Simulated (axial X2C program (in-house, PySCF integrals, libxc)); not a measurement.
# WP⁻: properties at the nuclei

Aim: properties at the nuclei of WP⁻, with spin–orbit coupling in the Hamiltonian from the start.

Method: two-component X2C with atomic mean-field terms, W dyall-acv3z, P dyall-av3z; program: an in-house X2C program for linear molecules on PySCF integrals.

All values are calculated.

### 1 Input

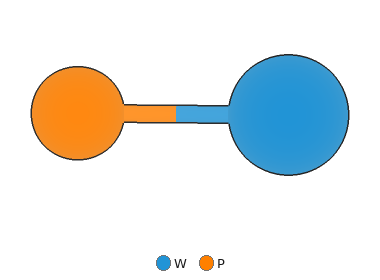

The two atoms at 2.220 Å (tungsten blue, phosphorus orange).

task.json

```json
{"zs": [74, 15], "q": -1, "bas": ["dyall-acv3z", "dyall-av3z"], "r0": 2.22, "levels": ["PBE0", "HF", "BP86", "LDA", "B3LYP"], "nst": 3}
```

Keys: zs atomic numbers; q charge; bas basis sets; r0 starting distance in Å; levels methods (HF also brings MP2); nst determinants followed.

Run with:

```sh
$ python soeom.py task.json out
```

The runs that follow: Expectation values, lowest determinant; Expectation values, a higher determinant; Expectation values, a higher determinant.

**Question.** What will these runs give? Wanted: lowest determinant; Eeff magnitude; Ws magnitude W; A∥/gI W; qzz W; higher determinant; qzz P (for each run or level that gives them).

As calculated:

```
                                        quantity                                            value
                              lowest determinant  Ω = 1 (excess of +ω over −ω: ω = -3/2, ω = 5/2)
                    Eeff magnitude (GV/cm), PBE0                                             18.2
                      Ws magnitude W (kHz), PBE0                                             19.1
                             A∥/gI W (MHz), PBE0                                              725
                              qzz W (a.u.), PBE0                                            -1.67
                              higher determinant                             Ω = 0 (closed shell)
          qzz W (a.u.), PBE0, higher determinant                                            -0.87
          qzz P (a.u.), PBE0, higher determinant                                            -0.82
                              higher determinant   Ω = 3 (excess of +ω over −ω: ω = 1/2, ω = 5/2)
Eeff magnitude (GV/cm), PBE0, higher determinant                                             29.8
  Ws magnitude W (kHz), PBE0, higher determinant                                               10
         A∥/gI W (MHz), PBE0, higher determinant                                             1160
          qzz W (a.u.), PBE0, higher determinant                                             0.92
```

In words: In the first state, the effective field runs from 2.39 to 24.7 GV/cm over the mean-field levels, so the levels don't agree on it. The expectation values come from single determinants, which for open shells can mix terms of unlike spin or miss the lowest Ω, so a determinant need not be a state. Eeff is the effective electric field on the electron dipole moment in this Ω state and Ws the scalar–pseudoscalar constant (defined with the proton number Z and per Ω); A∥ is the parallel hyperfine constant, which follows by multiplying with the nuclear g factor gI = μI/(I μN); qzz is the electric field gradient, eQq0 = 234.96 MHz × Q/barn × qzz. The operators were transformed with the bare-nucleus X2C matrices.
